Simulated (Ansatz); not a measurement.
**Fields on a plane of CaHBr (space group P4/nmm)**

```xyz
6
Lattice="3.8330 0.0000 0.0000 0.0000 3.8330 0.0000 0.0000 0.0000 8.2397" Properties=species:S:1:pos:R:3 pbc="T T T"
Ca     0.0000     1.9165     1.2952
Ca     1.9165     0.0000     6.9444
H      1.9165     1.9165     0.0000
H      0.0000     0.0000     0.0000
Br     0.0000     1.9165     5.6038
Br     1.9165     0.0000     2.6358
```

The slice is a (001) plane (indices of the conventional cell) through the point (0.500, 0.000, 0.320) (fractional), spanned by u = [100] and v = [010] in vectors of this cell: u (3.83 Å) and v (3.83 Å, at 90° to u). It covers one period; positions are fractions (u, v).

Atoms on it: Br at (0.00, 0.00).

The numbers are results of r2SCAN (plane waves to 500 eV, PAW, scalar-relativistic; Ansatz, a quantum-chemistry and plane-wave program), not measurements. k mesh 9×9×4. These are valence fields of a PAW run, semicore shells included where kept as valence: close to a nucleus they are smooth pseudo fields. CaHBr was relaxed with its symmetry unable to fall.

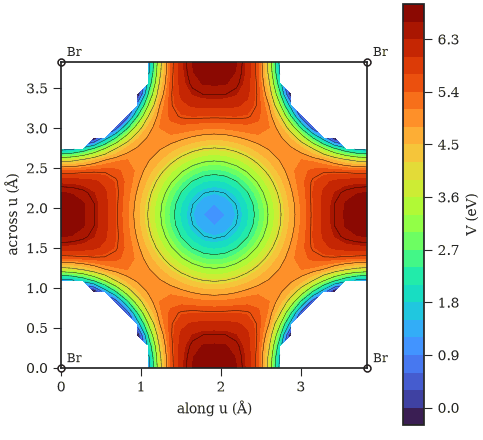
Electrostatic potential energy of an electron, from the cell's mean, in eV, one period of the plane, atoms marked. Points within 1 Å of a nucleus are left white, as the pseudised field means little there. The zero, the cell's mean, hangs on the PAW cores.

```
|=+#@@@@%#+=-:...:-=+#%@@@@#+|
|##%@@@@%#+=-:...:-=+#%@@@@%#|
|@@@@@@%#*+=-:...:-=+*#%@@@@@|
|@@@@@@%#*+-:.. ..:-+*#%@@@@@|
|@@@@@%#*+=-:.   .:-=+*#%@@@@|
|@@@%%#*+=-::.   .::-=+*#%%@@|
|%%%##*++=-:.     .:-=++*##%%|
|###**+==-:..     ..:-==+**##|
|*++++=--:..       ..:--=++++|
|====--::..         ..::--===|
|----:::..           ..:::---|
|::::...               ...:::|
|.....                   ....|
|....                     ...|
|.....                   ....|
|::::...               ...:::|
|----:::..           ..:::---|
|====--::..         ..::--===|
|*++++=--:..       ..:--=++++|
|###**+==-:..     ..:-==+**##|
|%%%##*++=-:.     .:-=++*##%%|
|@@@%%#*+=-::.   .::-=+*#%%@@|
|@@@@@%#*+=-:.   .:-=+*#%@@@@|
|@@@@@@%#*+-:.. ..:-+*#%@@@@@|
|@@@@@@%#*+=-:...:-=+*#%@@@@@|
|##%@@@@%#+=-:...:-=+#%@@@@%#|
|=+#@@@@%#+=-:...:-=+#%@@@@#+|
|.=#@@@@%#*=-:...:-=*#%@@@@#=|
```
Scale: ten equal steps from -1.48 (start of ' ') to 0.07 (end of '@'), in the order ' .:-=+*#%@'. Values: log₁₀ of the valence density in e/Å³. The map has 28 points along u (one character each, u = 0 at the left) and 28 along v (v = 0 in the bottom row). The scale is logarithmic, as a density can span decades between atoms and voids.
